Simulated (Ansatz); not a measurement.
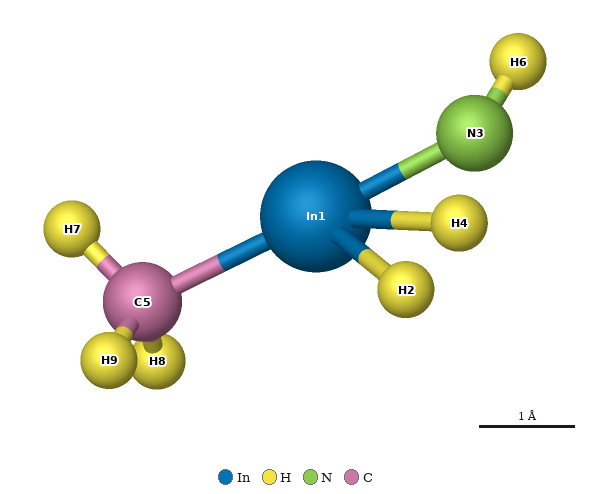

**Figure 1.** The input geometry (ball-and-stick view, seen at a tilt; atoms are numbered from 1 in the order of the input). Sticks mark near contacts. Bond lengths as drawn: C–H 1.09 Å, C–In 2.12 Å, H–In 2.12 to 2.21 Å, H–N 1.02 Å and In–N 1.94 Å.

Run report: CH6InN, single-point calculation

CH6InN, computed with RKS PBE0-D4/def2-TZVPP (Ansatz 0.2.0).

The geometry is a transition state. The reaction was set up to form H2–H4 and to break In1–H2 and N3–H4 (atoms counted from 1 in the order of the input); sticks are drawn by distance alone. The geometry comes from this level: PBE0-D4/def2-TZVP.

Input
```yaml
crystal:
  periodic: [false, false, false]
  atoms:
    - {symbol: In, position_ang: [-0.140226, 0.324406, -0.110791]}
    - {symbol: H, position_ang: [-1.173835, -1.230747, -1.284281]}
    - {symbol: N, position_ang: [-1.449842, 1.014922, -1.365020]}
    - {symbol: H, position_ang: [-1.521317, -0.376894, -1.560149]}
    - {symbol: C, position_ang: [1.307762, -0.339410, 1.283756]}
    - {symbol: H, position_ang: [-1.689528, 1.991316, -1.525262]}
    - {symbol: H, position_ang: [2.230675, 0.228857, 1.168204]}
    - {symbol: H, position_ang: [0.931380, -0.217472, 2.299381]}
    - {symbol: H, position_ang: [1.504831, -1.394977, 1.094162]}
basis:
  gaussian: {orbitals: def2-TZVPP}
hamiltonian: {xc: pbe0, dispersion: d4}
output: {orbitals: {seedname: orbitals}}
```

Launch command:
```bash
ansatz run in.yaml --threads 4 --pin off --events-out ev --progress --plain --max-ram 9574MiB
```

The program's output
```
Functional definition: PBE0
  name "PBE0"
  cite "Adamo & Barone, J. Chem. Phys. 110, 6158 (1999) doi:10.1063/1.478522"
  cite "Perdew, Burke & Ernzerhof, Phys. Rev. Lett. 77, 3865 (1996) doi:10.1103/PhysRevLett.77.3865"
  parent pbe
  parameter a = 0.25
  parameter kappa = 0.804
  parameter beta = 0.06672455060314922
  exchange = (1 - a)*pbe_x(kappa = kappa, mu = beta*pi^2/3) + a*exact_x
  correlation = pbe_c(beta = beta)
1170 factors; their error is unknown
mean field evaluation 1: about -7777.0085 eV, gradient 8.7e1 eV
mean field evaluation 2: about -7697.9801 eV, gradient 1.6e2 eV
mean field evaluation 4: about -7792.8854 eV, gradient 1.5e1 eV
mean field evaluation 8: about -7793.5081 eV, gradient 1.2e-1 eV
mean field evaluation 16: about -7793.5512 eV, gradient 1.9e-4 eV
mean field -7793.55124857 eV, -286.4077257263 hartree, gradient 4.0e-5 eV, S^2 0.000000; 0 other end points of the search recorded, 0 dependent functions left out
reference -7793.55129046 eV, -286.4077272657 hartree; 20, 20 occupied and 176, 176 virtual orbitals, 1170 factors
Total energy: -7793.66790295 eV, -286.4120126957 hartree
```

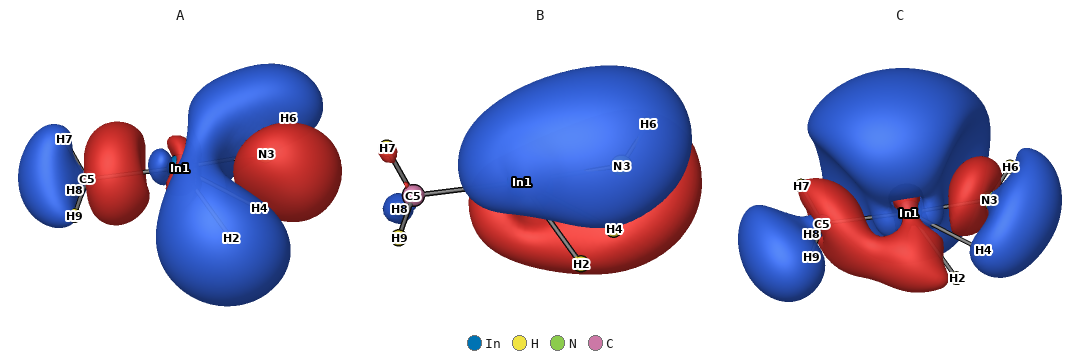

**Figure 2.** Three frontier orbitals at ±0.05 Å⁻³ᐟ² (blue and red are the two phases). A is the HOMO−1 (−6.55 eV). By Hirshfeld shares it lies mainly on N3 (40 %), H2 (20 %), In1 (15 %) and C5 (10 %). B is the HOMO (−6.22 eV). It lies mainly on N3 (70 %) and In1 (20 %). C is the LUMO (−0.95 eV). It lies mainly on In1 (60 %), N3 (15 %) and C5 (10 %). The HOMO–LUMO gap is 5.27 eV between the orbital energies.

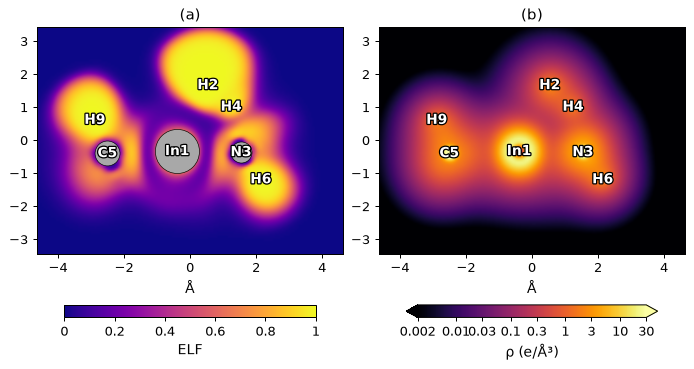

**Figure 3.** (a) electron localisation function; (b) total electron density on the plane of atoms H4, In1 and C5. Grey discs, where drawn, cover atomic cores. Atoms in the plane: In, H, N and C. In–N (1.94 Å): ρ at the midpoint is about 0.95 e/Å³; the ELF peaks at about 0.80 in the valence shell of N, 0.6 Å from its nucleus, and drops to about 0.20 between the two atoms. C–H (1.09 Å): ρ is about 2 e/Å³ halfway; the ELF climbs to about 1 towards the hydrogen; a covalent bond by its length. In–H (2.12 Å): ρ is about 0.43 e/Å³ halfway, with its minimum of 0.31 e/Å³ about 1.3 Å from In; the ELF climbs to about 0.90 towards the hydrogen.

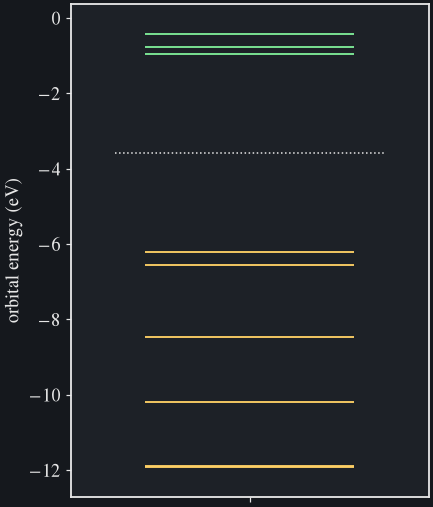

**Figure 4.** Orbital energies near the frontier; the dotted line parts filled from empty levels, and levels within 0.02 eV of each other stand side by side. Highest filled −6.22 eV, lowest empty −0.95 eV, 5.27 eV apart.

Key numbers

| quantity | value |
| --- | --- |
| outcome | converged |
| total energy | −7793.6679 eV |
| mean-field energy | −7793.5513 eV |
| dispersion energy | −0.1166 eV |
| SCF solution under orbital rotations | stable |
| HOMO | −6.22 eV |
| LUMO | −0.95 eV |
| hardware | 4 threads of Arm Neoverse V1, 23 GiB of memory available, shared host |
| wall time | 1.8 s (CPU time 6.4 s) |
| peak memory | 0.36 GiB |
